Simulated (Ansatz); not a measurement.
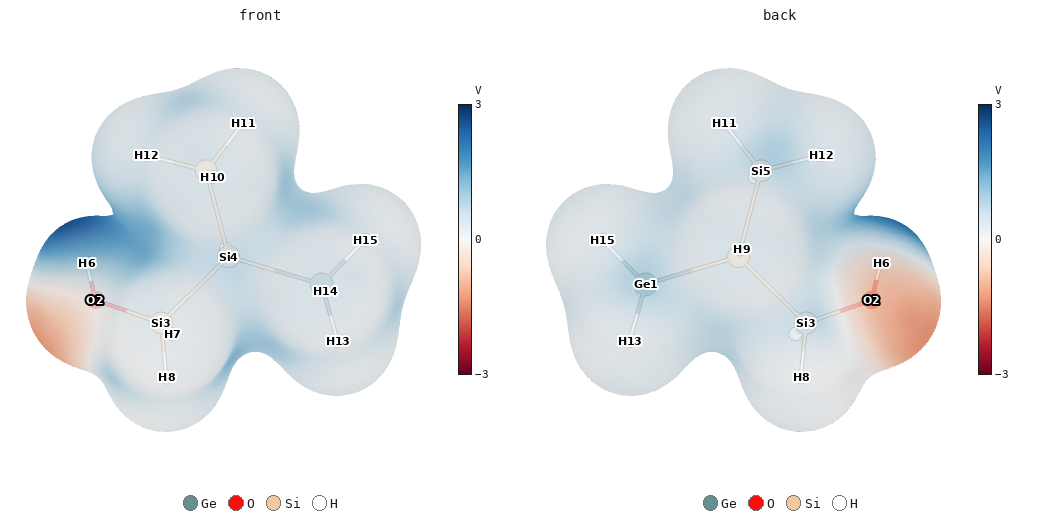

*GeH10OSi3. The molecular electrostatic potential painted on the density surface at 0.002 e/bohr³, seen from the front and from behind; the colour scale runs from red (negative) to blue (positive).*

Geometry: r2SCAN-D4/def2-SVP.

Level of theory: Ansatz 0.2.0, isolated molecule in a Gaussian basis; Kohn-Sham density functional theory, functional PBE0.

```yaml
atoms:
  - { symbol: Ge, position_ang: [-2.1582, 0.7170, 0.4544] }
  - { symbol: O, position_ang: [2.0924, -0.0896, -2.7338] }
  - { symbol: Si, position_ang: [1.0528, 0.8074, -1.7773] }
  - { symbol: Si, position_ang: [-0.8034, -0.4718, -1.1063] }
  - { symbol: Si, position_ang: [0.0337, -2.4109, -0.0842] }
  - { symbol: H, position_ang: [2.3632, -0.9497, -2.3913] }
  - { symbol: H, position_ang: [1.7197, 1.3118, -0.5314] }
  - { symbol: H, position_ang: [0.6467, 1.9765, -2.6053] }
  - { symbol: H, position_ang: [-1.6290, -0.8677, -2.2940] }
  - { symbol: H, position_ang: [0.7866, -2.0302, 1.1513] }
  - { symbol: H, position_ang: [-1.0471, -3.3745, 0.2847] }
  - { symbol: H, position_ang: [0.9901, -3.1055, -1.0064] }
  - { symbol: H, position_ang: [-2.7054, 2.0126, -0.1660] }
  - { symbol: H, position_ang: [-1.3210, 1.0867, 1.6894] }
  - { symbol: H, position_ang: [-3.3467, -0.1425, 0.9145] }
```

Question: Describe the electrostatic potential map.

Answer: The most negative region (about −1.3 V) lies over O2, the most positive (about +2.5 V) over H6. O2 is the likeliest acceptor of a hydrogen bond.
